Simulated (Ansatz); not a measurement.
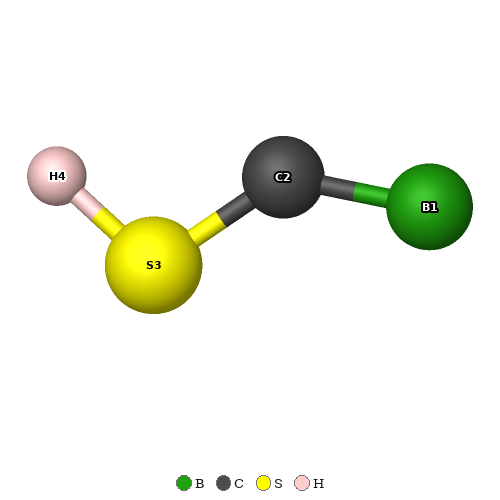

The system is CHBS, SMILES B#CS; the picture shows the reference structure. First axis: bond length B1–C2. Second axis: angle B1–C2–S3. Nothing is relaxed (all other coordinates rigid). The grid has 15 × 15 points. Points are written as (first, second). Energies are in kcal/mol, from the lowest grid point. The calculation used RHF/def2-TZVP (Ansatz).

Its coordinates:

| atom | x (Å) | y (Å) | z (Å) |
| --- | --- | --- | --- |
| B | -1.7159 | 1.0679 | 0.1501 |
| C | -0.4659 | 0.2158 | 0.3285 |
| S | 0.6915 | -0.2811 | -0.6413 |
| H | 1.4903 | -1.0026 | 0.1627 |

Range: bond length B1–C2 from 1.28 to 1.98 Å; angle B1–C2–S3 from 109.5 to 159.5°.

### Predict the map.

The lowest grid point is at (1.53 Å, 134.5°). The highest grid point, (1.98 Å, 159.5°), lies 37.7 kcal/mol above the lowest.

```
angle B1–C2–S3 ↓, bond length B1–C2 →  1.28  1.33  1.38  1.43  1.48  1.53  1.58  1.63  1.68  1.73  1.78  1.83  1.88  1.93  1.98
                                159.5  26.1  14.6   7.1   2.8   1.0   1.1   2.7   5.4   8.9  13.1  17.6  22.5  27.5  32.6  37.7
                                155.9  26.3  14.7   7.2   2.8   0.9   0.9   2.4   5.1   8.5  12.6  17.1  21.9  26.8  31.9  37.0
                                152.4  26.6  14.9   7.2   2.7   0.8   0.7   2.1   4.7   8.1  12.1  16.5  21.3  26.2  31.2  36.2
                                148.8  27.0  15.1   7.3   2.7   0.7   0.5   1.9   4.3   7.6  11.6  15.9  20.6  25.4  30.4  35.3
                                145.2  27.4  15.4   7.5   2.8   0.6   0.3   1.6   3.9   7.2  11.0  15.3  19.9  24.6  29.5  34.4
                                141.6  27.9  15.7   7.7   2.9   0.5   0.2   1.3   3.6   6.7  10.4  14.6  19.1  23.8  28.6  33.5
                                138.1  28.4  16.1   8.0   3.0   0.5   0.1   1.1   3.2   6.3   9.9  14.0  18.5  23.1  27.8  32.6
                                134.5  29.1  16.6   8.3   3.2   0.6   0.0   0.9   3.0   5.9   9.4  13.4  17.8  22.3  27.0  31.7
                                130.9  29.8  17.2   8.7   3.5   0.8   0.0   0.8   2.7   5.5   9.0  12.9  17.1  21.6  26.2  30.8
                                127.4  30.7  17.9   9.3   3.9   1.0   0.1   0.8   2.6   5.3   8.6  12.5  16.6  21.0  25.5  30.0
                                123.8  31.6  18.7   9.9   4.4   1.4   0.3   0.9   2.6   5.1   8.4  12.1  16.1  20.4  24.8  29.3
                                120.2  32.7  19.6  10.7   5.0   1.8   0.7   1.1   2.7   5.1   8.2  11.8  15.8  20.0  24.3  28.7
                                116.6  33.9  20.7  11.6   5.8   2.5   1.2   1.5   2.9   5.2   8.3  11.7  15.6  19.7  23.9  28.2
                                113.1  35.2  21.9  12.6   6.7   3.3   1.9   2.0   3.3   5.5   8.4  11.8  15.6  19.5  23.7  27.9
                                109.5  36.7  23.2  13.9   7.8   4.3   2.7   2.7   3.9   6.0   8.8  12.1  15.7  19.6  23.6  27.7
```

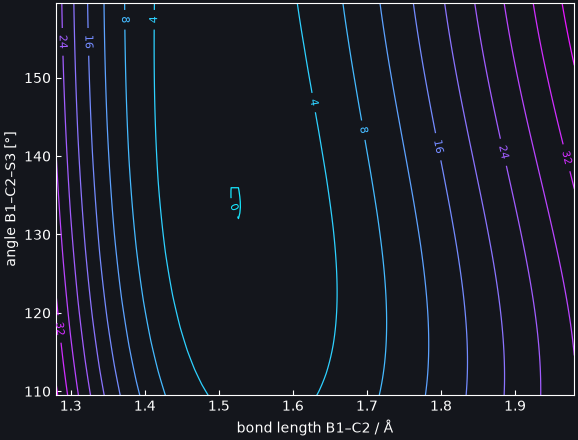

The picture shows contour lines labelled in kcal/mol. Between grid points the surface is interpolated.

Each point was launched as `ansatz run input.yaml --threads 1 --pin off --max-ram 2560MiB --backend cpu --events-out ev --progress --plain --runs-dir out`. The whole map (225 points run) took 9 min on 1 thread of Arm Neoverse N1, on a shared host.
